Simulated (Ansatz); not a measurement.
SiNH₇ClF: geometry relaxation (part 2 of 2)

The same run, continued: SiNH₇ClF; RKS B3LYP-D4/def2-mTZVP (Ansatz 0.2.0). The input holds or restrains some coordinates. It belongs to a series of runs on one base structure; here: pulled along the bonds that form and break, towards end A.

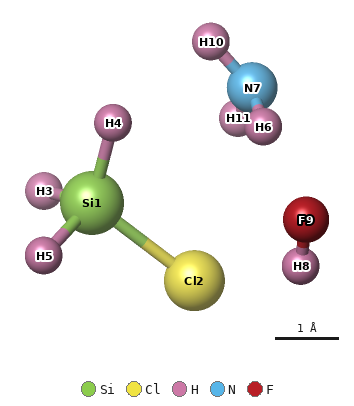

*The geometry at step 12 of the log (ball-and-stick view, seen at a tilt; atoms are numbered from 1 in the order of the input).*

## Trajectory as extended XYZ, continued
```
11
Properties=species:S:1:pos:R:3:forces:R:3 step=5 energy=-24724.29937
Si   -1.3688    0.2975   -0.9352    0.2852   0.8559   0.5653
Cl   -0.0412   -1.2397   -1.6433    0.7276  -0.2395   0.6043
H    -1.0933    1.0622   -2.1728   -0.9418  -0.0723  -0.2823
H    -1.6472    1.4833   -0.0064    0.7098  -0.5675  -0.0254
H    -2.2823   -0.6771   -0.3124   -0.6360   0.0379  -0.5884
H     0.9756   -0.0392    1.1821    0.1941   0.0484   0.0725
N     1.1274    0.8760    0.7934   -0.2478  -0.1736  -0.1789
H     0.9820   -2.1702    0.5753   -0.3149  -0.1110  -1.1921
F     1.2176   -2.1832    1.4624    0.1944   0.0956   0.9555
H     0.6155    1.6423    1.1903    0.0666   0.0463  -0.1518
H     1.5145    0.9481   -0.1336   -0.0372   0.0799   0.2213
11
Properties=species:S:1:pos:R:3:forces:R:3 step=6 energy=-24724.79030
Si   -1.3640    0.3104   -0.9427   -0.2748   0.2306  -0.0548
Cl    0.0225   -1.1863   -1.5853    0.4985  -0.0081   0.5487
H    -1.2796    1.0557   -2.2374   -0.6915  -0.2173   0.1943
H    -1.4881    1.4301    0.0549    0.5514  -0.4471  -0.0698
H    -2.3920   -0.6512   -0.4411   -0.1875   0.3677  -0.5436
H     0.9945   -0.0279    1.2035    0.1805   0.3564  -0.1494
N     1.1566    0.8925    0.8096   -0.0529  -0.1500   0.2961
H     1.0112   -2.2504    0.5990   -0.2294  -0.0975  -0.9444
F     1.2147   -2.1807    1.4945    0.1208   0.1218   0.7655
H     0.6031    1.6533    1.1717    0.1635  -0.1726  -0.2193
H     1.5210    0.9544   -0.1268   -0.0786   0.0161   0.1768
11
Properties=species:S:1:pos:R:3:forces:R:3 step=7 energy=-24725.12139
Si   -1.3560    0.3021   -0.9562   -0.6622   0.0512  -0.4159
Cl    0.1204   -1.1262   -1.5259    0.0269   0.1670   0.3887
H    -1.4742    1.0474   -2.2470   -0.2195  -0.2329   0.2533
H    -1.3239    1.3563    0.0902    0.3227  -0.3552  -0.1064
H    -2.4992   -0.5791   -0.5690    0.1546   0.1984  -0.2897
H     1.0207   -0.0177    1.2150    0.0842   0.2307  -0.1351
N     1.1671    0.8985    0.8141    0.2921   0.1578   0.4625
H     1.0396   -2.3169    0.6303   -0.1842  -0.1011  -0.8685
F     1.2039   -2.1713    1.5247    0.0941   0.1382   0.7512
H     0.5888    1.6516    1.1515    0.1605  -0.2223  -0.1545
H     1.5127    0.9553   -0.1279   -0.0692  -0.0318   0.1143
11
Properties=species:S:1:pos:R:3:forces:R:3 step=8 energy=-24725.17345
Si   -1.3614    0.3162   -0.9530   -0.5808  -0.2352  -0.5218
Cl    0.1450   -1.0841   -1.4931   -0.0839   0.1321   0.2462
H    -1.5296    1.0644   -2.2266   -0.1017  -0.1105   0.1581
H    -1.2631    1.3158    0.1236    0.1569  -0.1992  -0.0628
H    -2.5128   -0.5608   -0.6133    0.0869   0.1334  -0.1467
H     1.1089   -0.0199    1.2086   -0.0127   0.2860  -0.1665
N     1.1794    0.9047    0.8025    0.1275   0.5234   0.7524
H     1.0148   -2.3163    0.6598   -0.2308  -0.1190  -1.0320
F     1.1869   -2.1766    1.5507    0.1506   0.1627   0.9196
H     0.4673    1.5831    1.0637    0.5983  -0.5330  -0.2004
H     1.5645    0.9735   -0.1230   -0.1104  -0.0407   0.0539
11
Properties=species:S:1:pos:R:3:forces:R:3 step=9 energy=-24725.21715
Si   -1.3357    0.2828   -0.9624   -0.7575  -0.1914  -0.4508
Cl    0.1901   -1.0915   -1.4832   -0.1248   0.1409   0.1319
H    -1.5746    1.0530   -2.2086    0.0876  -0.0571   0.0950
H    -1.1406    1.2141    0.1556   -0.0039  -0.1856  -0.1447
H    -2.5132   -0.5700   -0.6715    0.0876   0.0151  -0.0285
H     1.0679    0.0176    1.1830   -0.0615   0.3872  -0.1344
N     1.1919    0.9511    0.8047    0.4234   0.6913   0.4826
H     0.9853   -2.4040    0.6551   -0.0972  -0.0452  -0.4778
F     1.1200   -2.1398    1.5329    0.0308   0.0955   0.4237
H     0.5819    1.6914    1.1784    0.6559  -0.9075  -0.5123
H     1.4269    0.9953   -0.1840   -0.2404   0.0569   0.6154
11
Properties=species:S:1:pos:R:3:forces:R:3 step=10 energy=-24725.24658
Si   -1.3277    0.2598   -0.9443   -0.7664  -0.3198  -0.5947
Cl    0.2085   -1.1024   -1.4744   -0.1348   0.1556   0.1307
H    -1.5420    1.0540   -2.1803    0.0676  -0.0529   0.1120
H    -1.1399    1.1593    0.1895    0.0363  -0.0891   0.0143
H    -2.5074   -0.6007   -0.6845    0.0883   0.0271  -0.0487
H     1.0250    0.0183    1.0998   -0.0065   0.5292  -0.1323
N     1.2161    0.9662    0.7821    0.6211   0.2885   0.6786
H     1.0260   -2.4067    0.6548   -0.0494   0.0265  -0.2026
F     0.9922   -2.1258    1.5421   -0.0212   0.0193   0.1669
H     0.6762    1.7093    1.2242    0.2609  -0.5852  -0.3557
H     1.3729    1.0687   -0.2091   -0.0959   0.0008   0.2315
11
Properties=species:S:1:pos:R:3:forces:R:3 step=11 energy=-24725.29141
Si   -1.3154    0.2275   -0.9152   -0.6594  -0.4006  -0.5403
Cl    0.2382   -1.0936   -1.4955   -0.1593   0.1138   0.1240
H    -1.5011    1.1065   -2.0931    0.0540   0.0035   0.1054
H    -1.1146    1.0139    0.2975   -0.0550  -0.0886  -0.0054
H    -2.4959   -0.6506   -0.7403    0.0475   0.0353  -0.0597
H     1.0231    0.0559    1.0648    0.0141   0.3829  -0.1304
N     1.2494    0.9951    0.7514    0.7766   0.2217   0.6419
H     0.9630   -2.3877    0.6719   -0.0018  -0.1166  -0.5924
F     0.8959   -2.0747    1.5390   -0.0647   0.1574   0.5613
H     0.6786    1.7232    1.1624    0.1107  -0.2872  -0.1776
H     1.3786    1.0845   -0.2431   -0.0626  -0.0217   0.0733
11
Properties=species:S:1:pos:R:3:forces:R:3 step=12 energy=-24725.34533
Si   -1.3140    0.2029   -0.8850   -0.5663  -0.3744  -0.4291
Cl    0.2493   -1.0940   -1.4964   -0.1903   0.0717   0.1194
H    -1.4339    1.1851   -1.9905    0.0594  -0.0134   0.1807
H    -1.1523    0.8591    0.4177   -0.0833  -0.1549  -0.1199
H    -2.5087   -0.6756   -0.8430    0.0587   0.0854  -0.0661
H     1.0317    0.0853    1.0321    0.0546   0.3274  -0.1297
N     1.2819    1.0156    0.7108    0.7125   0.1847   0.5432
H     0.9237   -2.3633    0.7018    0.0303  -0.2087  -0.7778
F     0.8482   -2.0290    1.5566   -0.0932   0.2437   0.7431
H     0.6795    1.7352    1.0838    0.0496  -0.1303  -0.0862
H     1.3946    1.0786   -0.2882   -0.0320  -0.0311   0.0223
11
Properties=species:S:1:pos:R:3:forces:R:3 step=13 energy=-24725.39939
Si   -1.3057    0.1686   -0.8569   -0.5954  -0.2113  -0.3669
Cl    0.2372   -1.1340   -1.5122   -0.2060   0.0908   0.1788
H    -1.3444    1.2640   -1.8719    0.0638  -0.1733   0.3011
H    -1.1939    0.6977    0.5194   -0.0514  -0.2437  -0.2672
H    -2.5347   -0.6697   -0.9475    0.1641   0.1639  -0.0615
H     1.0564    0.1166    1.0096    0.0751   0.2605  -0.1235
N     1.3059    1.0410    0.6719    0.5839   0.1586   0.4546
H     0.9031   -2.3301    0.7306    0.0821  -0.3518  -1.0465
F     0.8071   -1.9779    1.5710   -0.1378   0.3786   1.0059
H     0.6718    1.7463    1.0165    0.0143  -0.0331  -0.0367
H     1.3972    1.0774   -0.3306    0.0073  -0.0392  -0.0382
11
Properties=species:S:1:pos:R:3:forces:R:3 step=14 energy=-24725.47138
Si   -1.3059    0.1413   -0.8308   -0.4514  -0.2336  -0.3624
Cl    0.2131   -1.1774   -1.5086   -0.2068   0.0860   0.1667
H    -1.2498    1.3268   -1.7317    0.0410  -0.1685   0.2385
H    -1.2298    0.5201    0.5920   -0.0321  -0.1871  -0.1640
H    -2.5600   -0.6280   -1.0573    0.1392   0.1543  -0.0381
H     1.0866    0.1495    0.9872    0.0740   0.2351  -0.1137
N     1.3174    1.0727    0.6326    0.4293   0.1582   0.3243
H     0.8897   -2.3166    0.7607    0.0906  -0.3923  -1.0304
F     0.7835   -1.9285    1.5838   -0.1366   0.4166   0.9979
H     0.6452    1.7595    0.9445    0.0393  -0.0336  -0.0353
H     1.4100    1.0807   -0.3726    0.0136  -0.0351   0.0165
11
Properties=species:S:1:pos:R:3:forces:R:3 step=15 energy=-24725.54208
Si   -1.3128    0.1229   -0.8179   -0.3301  -0.2596  -0.2932
Cl    0.1517   -1.2488   -1.5102   -0.1935   0.1109   0.1780
H    -1.1363    1.3796   -1.5881    0.0333  -0.1326   0.1671
H    -1.2758    0.3316    0.6401   -0.0250  -0.1220  -0.1263
H    -2.6006   -0.5228   -1.1815    0.1135   0.1094  -0.0169
H     1.1189    0.1790    0.9829    0.0573   0.2278  -0.0896
N     1.3106    1.1007    0.6007    0.3163   0.0986   0.2368
H     0.8915   -2.2796    0.7912    0.0224  -0.3805  -0.9875
F     0.8394   -1.8899    1.6198   -0.0630   0.4011   0.9321
H     0.5899    1.7585    0.8660    0.0585  -0.0414  -0.0350
H     1.4235    1.0689   -0.4030    0.0102  -0.0118   0.0345
11
Properties=species:S:1:pos:R:3:forces:R:3 step=16 energy=-24725.58907
Si   -1.3138    0.0920   -0.7977   -0.2352  -0.2721  -0.2317
Cl    0.0947   -1.3169   -1.5266   -0.1533   0.1337   0.1860
H    -1.0305    1.3974   -1.4309    0.0114  -0.0748   0.0840
H    -1.3191    0.1395    0.6747   -0.0089  -0.0564  -0.1046
H    -2.6176   -0.4248   -1.2766    0.0596   0.0563  -0.0035
H     1.1345    0.2244    0.9918    0.0485   0.2035  -0.0851
N     1.3064    1.1332    0.5715    0.2788   0.0318   0.2310
H     0.8870   -2.2384    0.8029    0.0008  -0.4099  -1.0218
F     0.8528   -1.8429    1.6293   -0.0339   0.4242   0.9565
H     0.5600    1.7794    0.7878    0.0370  -0.0286  -0.0290
H     1.4455    1.0571   -0.4263   -0.0048  -0.0077   0.0182
11
Properties=species:S:1:pos:R:3:forces:R:3 step=17 energy=-24725.60083
Si   -1.3285    0.0740   -0.7871   -0.2004  -0.1351  -0.1832
Cl    0.0694   -1.3369   -1.5324   -0.1925   0.1194   0.1585
H    -0.9417    1.4268   -1.2682   -0.1219  -0.2550   0.0786
H    -1.3889   -0.0404    0.6895   -0.0222   0.0312  -0.2394
H    -2.6351   -0.3184   -1.3873    0.2092   0.0523   0.0860
H     1.1979    0.2714    1.0335    0.0054   0.3801  -0.2318
N     1.3009    1.1545    0.5301    0.2291  -0.0879   0.2384
H     0.8421   -2.1960    0.8284   -0.0697  -0.1841  -0.5737
F     0.9366   -1.8013    1.6598    0.0461   0.1988   0.4901
H     0.5130    1.7690    0.6956    0.1294  -0.1174   0.0051
H     1.4342    0.9974   -0.4621   -0.0125  -0.0022   0.1715
11
Properties=species:S:1:pos:R:3:forces:R:3 step=18 energy=-24725.60393
Si   -1.3243    0.0761   -0.7874   -0.2057  -0.3210  -0.2667
Cl    0.0412   -1.3619   -1.5410   -0.1288   0.1682   0.1958
H    -0.9566    1.4112   -1.2862    0.0206  -0.0100   0.0026
H    -1.3908   -0.0169    0.6777    0.0143   0.0006  -0.0057
H    -2.6235   -0.3170   -1.3719   -0.0040  -0.0012  -0.0001
H     1.1654    0.2807    1.0530    0.0143   0.1346  -0.0838
N     1.3006    1.1494    0.5455    0.3128   0.0214   0.2413
H     0.8844   -2.1794    0.8086   -0.0823  -0.4110  -1.0766
F     0.9282   -1.8046    1.6435    0.0505   0.4186   0.9955
H     0.5312    1.7849    0.6971    0.0065  -0.0018  -0.0035
H     1.4441    0.9776   -0.4391    0.0019   0.0016   0.0013
```

This output came from the following input.

## Input
```yaml
crystal:
  periodic: [false, false, false]
  atoms:
    - { symbol: Si, position_ang: [-1.1289, 0.4647, -0.6273] }
    - { symbol: Cl, position_ang: [0.1888, -1.5172, -1.371] }
    - { symbol: H, position_ang: [-0.8395, 0.9453, -1.9706] }
    - { symbol: H, position_ang: [-1.7419, 1.6289, 0.0546] }
    - { symbol: H, position_ang: [-1.9994, -0.6276, -0.2308] }
    - { symbol: H, position_ang: [0.9485, -0.4321, 1.1093] }
    - { symbol: "N", position_ang: [0.6499, 0.7153, 0.4983] }
    - { symbol: H, position_ang: [0.7886, -1.9366, 0.2169] }
    - { symbol: F, position_ang: [1.143, -1.6067, 1.3132] }
    - { symbol: H, position_ang: [0.5767, 1.483, 1.1471] }
    - { symbol: H, position_ang: [1.4141, 0.883, -0.1398] }
basis:
  gaussian: { orbitals: def2-mTZVP }
hamiltonian:
  xc: b3lyp
  dispersion: d4
relax:
  f_tol: 0.15
  max_steps: 25
  restrain:
    - { distance: [0, 6], at: 3.12, k: 30.0 }
    - { distance: [5, 8], at: 2.18, k: 30.0 }
    - { distance: [7, 1], at: 2.63, k: 30.0 }
    - { distance: [0, 1], at: 2.13, k: 30.0 }
    - { distance: [5, 6], at: 1.02, k: 30.0 }
    - { distance: [7, 8], at: 0.88, k: 30.0 }
```

Launched with:
```bash
ansatz run input.yaml --threads 2 --pin off --max-ram 3072MiB --backend cpu --events-out ev --progress --plain --runs-dir out
```

## Summary

- outcome: converged under the restraints of the input
- total energy: −24725.6042 eV
- mean-field energy: −24725.3024 eV
- largest force (length of the vector) at the end, held atoms and coordinates included: 1.155 eV/Å
- hardware: 2 threads of Arm Neoverse V1, 24 GiB of memory available, shared host
- wall time: 50 s (CPU time 96 s)
- peak memory: 0.21 GiB
